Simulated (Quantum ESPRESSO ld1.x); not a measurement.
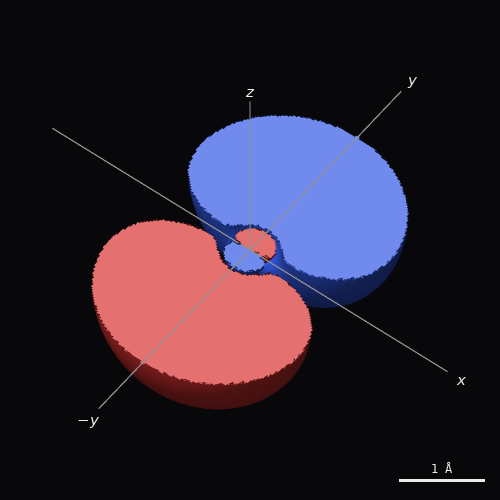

Figure 1. One occupied orbital is shown. The surface of constant |ψ| that holds about 85 % of the electron is drawn, blue where ψ is positive and red where it is negative, with the half in front of the xy plane cut away and the cut face painted. The radial function comes from the spherical calculation and is multiplied by a real spherical harmonic; the overall sign is chosen so that the largest lobe of P(r) is positive; at the scalar-relativistic level it is the large component. It is 3p(y). It has the nodal plane xz and 1 radial node, at r = 0.640 bohr. The outermost maximum of P² lies at 1.81 bohr, ⟨r⟩ = 2.37 bohr, 90 % of the charge lies within 3.78 bohr, and the eigenvalue is −5.57 eV, with 3 electrons in the shell.

**Atomic calculation, with input and output: P**

System: a free P atom in the configuration [Ne] 3s2 3p3.
Method: scalar-relativistic Kohn-Sham, rPW86 exchange with PBE correlation, spin-unpolarised, spherical densities, point nucleus (Quantum ESPRESSO ld1.x 7.5).

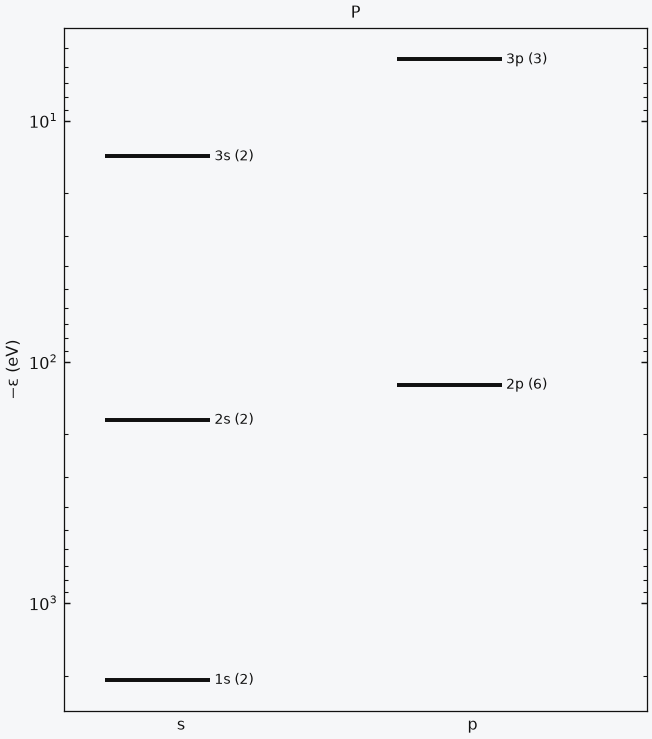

Figure 2. All occupied levels, on a logarithmic scale of binding energy, are drawn by angular momentum (occupations in brackets). The highest occupied level is 3p at −5.57 eV. The highest 3 occupied levels, from the top down, are 3p (−5.57 eV), 3s (−14.1 eV), 2p (−124.6 eV). The measured ionisation energy (NIST) is 10.5 eV; minus the highest level, 5.57 eV, lies 47 % below it, as is usual for a semilocal functional, whose potential decays too fast.

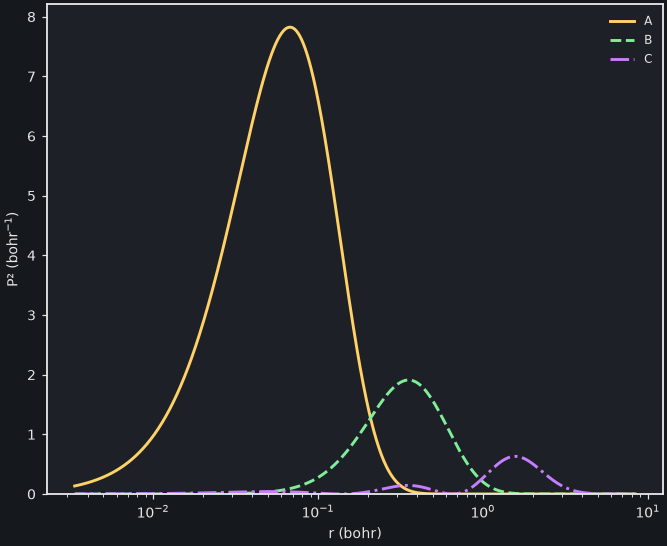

Figure 3. The radial probability densities P² of 1s, 3s and 2p. A is 1s; B is 2p; C is 3s. 1s: outer maximum at 0.0677 bohr, ⟨r⟩ = 0.104 bohr, 0 nodes, eigenvalue −2087 eV; 2p: outer maximum at 0.355 bohr, ⟨r⟩ = 0.486 bohr, 0 nodes, eigenvalue −124.6 eV; 3s: outer maximum at 1.57 bohr, ⟨r⟩ = 1.89 bohr, 2 nodes, eigenvalue −14.1 eV.

These pictures come from the run below.

Input:
```
 &input
    atom='P',
    iswitch=1,
    rel=1,
    dft='SLA-PW-RW86-PBC',
    config='[Ne] 3s2 3p3',
    prefix='ld1',
    max_out_wfc=37,
    file_charge='ld1.rho',
 /
```

Launched with:
```bash
OMP_NUM_THREADS=1 ld1.x < ld1.in > ld1.out
```

Log:
```
     Program LD1 v.7.5 starts

     --------------------------- All-electron run ----------------------------

     scalar relativistic calculation

     atomic number is 15.00
     dft =SLA-PW-RW86-PBC   lsd =0 sic =0 latt =0  beta=0.20 tr2=1.0E-14
     Exchange-correlation= SLA-PW-RW86-PBC
                           (   1   4  13   4   0   0   0)
     mesh =1915 r(mesh) =  99.87804 a.u. xmin = -8.00 dx = 0.00800
     1 Ry =  13.60569312 eV, c = 137.03599908

     n l     nl                  e(Ry)          e(Ha)          e(eV)
     1 0     1S 1( 2.00)      -153.4203       -76.7102     -2087.3896
     2 0     2S 1( 2.00)       -12.8001        -6.4001      -174.1547
     2 1     2P 1( 6.00)        -9.1554        -4.5777      -124.5657
     3 0     3S 1( 2.00)        -1.0343        -0.5171       -14.0723
     3 1     3P 1( 3.00)        -0.4096        -0.2048        -5.5734

     final scf error:  2.6E-15 reached in  26 iterations

     Etot =    -684.790344 Ry,    -342.395172 Ha,   -9317.047275 eV

     Ekin =     686.942133 Ry,     343.471066 Ha,    9346.323854 eV
     Encl =   -1632.000101 Ry,    -816.000051 Ha,  -22204.492555 eV
     Eh   =     307.259583 Ry,     153.629791 Ha,    4180.479590 eV
     Exc  =     -46.991958 Ry,     -23.495979 Ha,    -639.358165 eV

     normalization and overlap integrals

     s(1S/1S) =  1.000000  <r> =   0.1035  <r2> =    0.0144  r(max) =   0.0677
     s(1S/2S) = -0.000920
     s(1S/3S) = -0.000272
     s(2S/2S) =  1.000000  <r> =   0.5198  <r2> =    0.3224  r(max) =   0.4164
     s(2S/3S) = -0.000138
     s(2P/2P) =  1.000000  <r> =   0.4857  <r2> =    0.2963  r(max) =   0.3549
     s(2P/3P) = -0.000094
     s(3S/3S) =  1.000000  <r> =   1.8902  <r2> =    4.1665  r(max) =   1.5714
     s(3P/3P) =  1.000000  <r> =   2.3734  <r2> =    6.7937  r(max) =   1.8148

     ------------------------ End of All-electron run ------------------------
```

Orbitals:

```csv
orbital,occupation,energy (eV),⟨r⟩ (bohr),outer maximum (bohr)
1s,2,−2087.4,0.1035,0.0677
2s,2,−174.155,0.5198,0.416
2p,6,−124.566,0.4857,0.355
3s,2,−14.072,1.890,1.57
3p,3,−5.573,2.373,1.81
```

Key numbers:

| quantity | value |
| --- | --- |
| outcome | converged |
| total energy | −342.395172 hartree |
| kinetic energy | 343.471067 hartree |
| electron–nucleus energy | −816.000051 hartree |
| Hartree energy | 153.629792 hartree |
| exchange–correlation energy | −23.495979 hartree |
| radius at density 0.001 e/bohr³ | 4.28 bohr |
| SCF iterations | 26 |
| hardware | 1 CPU thread, shared host |
| wall time | 0.71 s |
